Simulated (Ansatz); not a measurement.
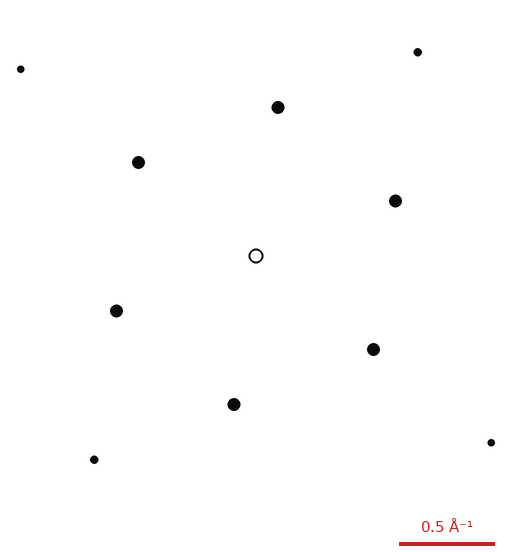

The pattern is a kinematic simulation for 200 kV electrons (no multiple scattering; isotropic B = 0.5 Å²).

Phase: Ni, space group Fm-3m (No. 225), a = 3.57 Å. Structure: the input geometry of an electronic-structure calculation (not necessarily at equilibrium).

```cif
data_structure
_symmetry_space_group_name_H-M 'Fm-3m'
_symmetry_Int_Tables_number 225
_cell_length_a 3.5709
_cell_length_b 3.5709
_cell_length_c 3.5709
_cell_angle_alpha 90.000
_cell_angle_beta 90.000
_cell_angle_gamma 90.000
_cell_volume 45.54
loop_
_atom_site_label
_atom_site_type_symbol
_atom_site_symmetry_multiplicity
_atom_site_Wyckoff_symbol
_atom_site_fract_x
_atom_site_fract_y
_atom_site_fract_z
_atom_site_occupancy
Ni1 Ni 4 a 0.00000 0.00000 0.00000 1
```

Question: Which low-index zone axis gives this pattern?

Answer: The spots form a hexagonal net with both shortest vectors at d = 1.26 Å, 60.0° apart. They index as -2 2 0 and -2 0 2, so the zone axis is [111] (or an equivalent direction of <111>).

Question: Which reflections of this zone are missing, and why?

Answer: The lattice centring (F) removes all reflections that break h + k = 2n, h + l = 2n.
